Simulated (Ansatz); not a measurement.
# FGeH$_{3}$···H$_{2}$O···H$_{2}$O: what the fields show

The calculation's input:

```
crystal:
  periodic: [false, false, false]
  atoms:
    - { symbol: Ge, position_ang: [-1.310117, 1.160194, -0.590121] }
    - { symbol: O, position_ang: [1.730776, 0.314673, -0.571962] }
    - { symbol: H, position_ang: [-2.816262, 1.497434, -0.605303] }
    - { symbol: H, position_ang: [-0.532633, 2.154726, 0.284632] }
    - { symbol: H, position_ang: [-0.749686, 0.962129, -2.001578] }
    - { symbol: H, position_ang: [0.135989, -1.422458, 1.562701] }
    - { symbol: F, position_ang: [-1.260581, -0.401837, 0.240307] }
    - { symbol: H, position_ang: [1.616343, -0.530186, -0.106299] }
    - { symbol: O, position_ang: [0.727368, -2.116252, 1.236823] }
    - { symbol: H, position_ang: [2.250877, 0.842898, 0.056981] }
    - { symbol: H, position_ang: [0.207927, -2.461422, 0.493819] }
basis:
  gaussian: { orbitals: def2-SVP }
hamiltonian:
  xc: b3lyp
  dispersion: d4
relax:
  f_tol: 0.03
  max_steps: 50
output:
  orbitals: {}
```

Run with:

```sh
ansatz run input.yaml --threads 2 --pin off --max-ram 3072MiB --backend cpu --events-out ev --progress --plain --runs-dir out
```

The fields are those of the relaxed geometry.

All numbers below come from Ansatz, RKS B3LYP-D4/def2-SVP.

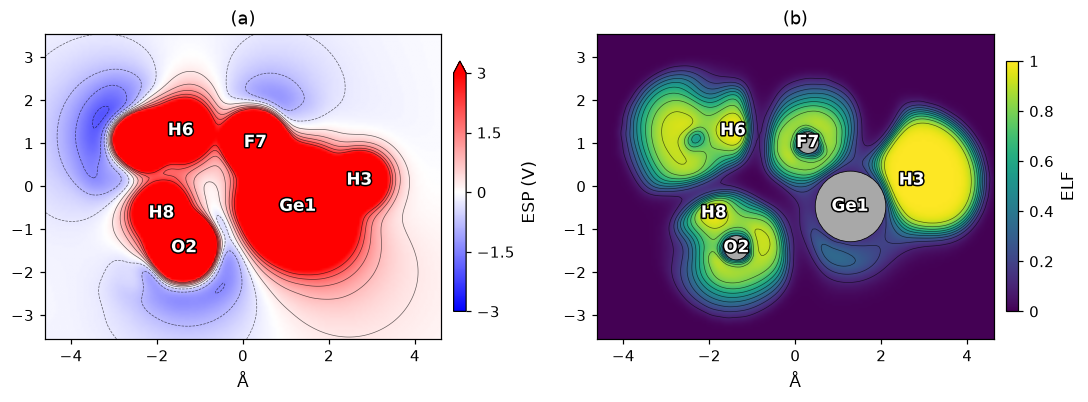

Figure 1. (a) electrostatic potential; (b) ELF on the plane of atoms H3, Ge1 and F7. Grey discs cover the atomic cores in the ELF map.

Q: What does the map show?

A: The plane passes through Ge, O, H and F nuclei. Ge–F (1.78 Å): the ELF peaks at about 0.80 in the valence shell of F, 0.5 Å from its nucleus, and is about 0.20 at the midpoint. O–H (0.98 Å): the ELF climbs to about 1 towards the hydrogen, as it does in any bond to H: a covalent bond by its length. Ge–H (1.55 Å): the ELF climbs to about 1 towards the hydrogen. The ELF also peaks beside O9 and F7, away from the bonds: lone-pair regions. Outside the dense part of the complex the potential is most negative (−2.0 V) near O9, which lies off the plane.

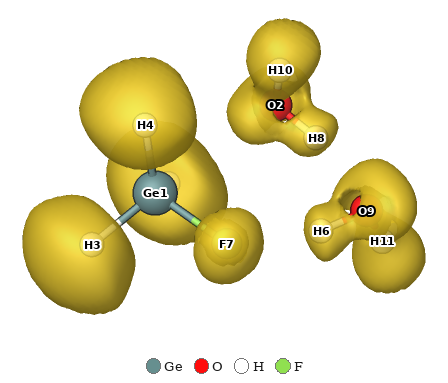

Figure 2. Isosurface of the ELF at 0.8 (yellow), seen across its widest extent. Core shells and regions of very low density are left out.

Q: Where are the electrons localised?

A: The ELF exceeds this value in three regions around hydrogen nuclei, one region wrapped around F (its valence shell) and two joined regions spread over several atoms (H, O), in which their bonds and any lone pairs are merged. Along the contacts the grid gives the following. O9···H8 (1.78 Å): the ELF dips to about 0.15 between them; by its geometry a hydrogen bond between the two molecules, with no shared pair.

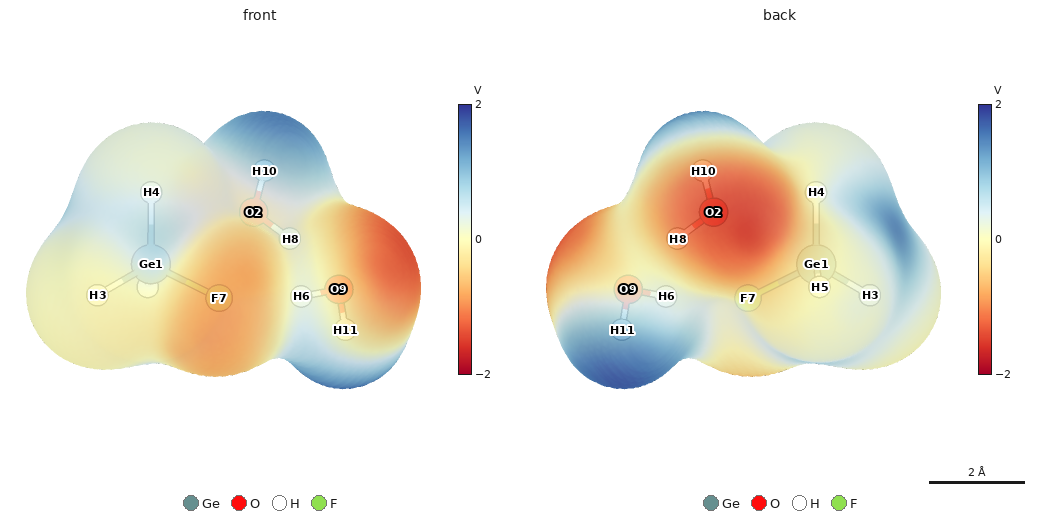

Figure 3. The electrostatic potential painted on the density surface at 0.001 e/bohr³, seen from the front and from behind; red is negative and blue positive.

Q: Where is the surface potential most negative and most positive?

A: The most negative region (about −1.5 V) lies over O2, the most positive (about +1.8 V) over H11. O2 is the likeliest acceptor of a hydrogen bond.

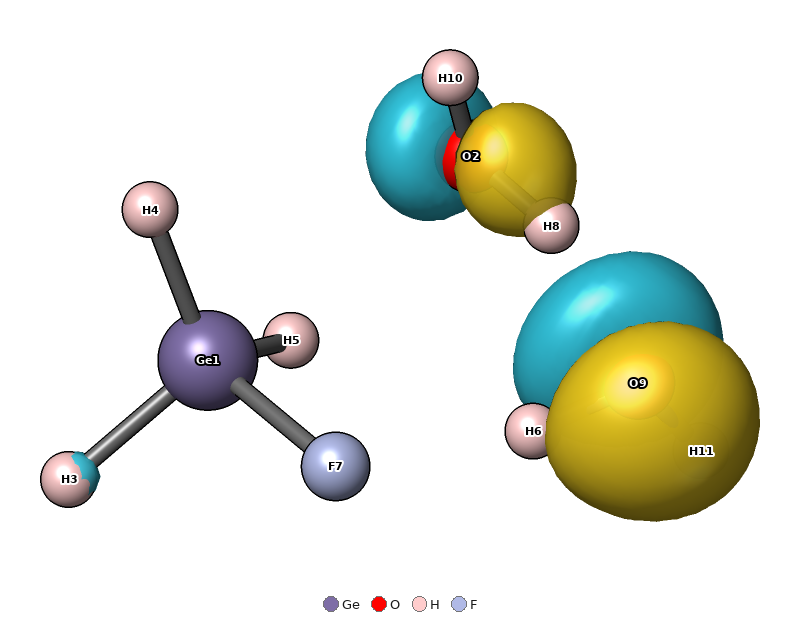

Figure 4. The HOMO−1 at ±0.15 Å⁻³ᐟ² (yellow and cyan are the two phases), seen at a tilt.

Q: Describe this orbital and give its energy.

A: By Hirshfeld shares it lies mainly on O9 (about 70 %) and O2 (about 15 %); largely a lone pair of O9. Its energy is −8.41 eV.
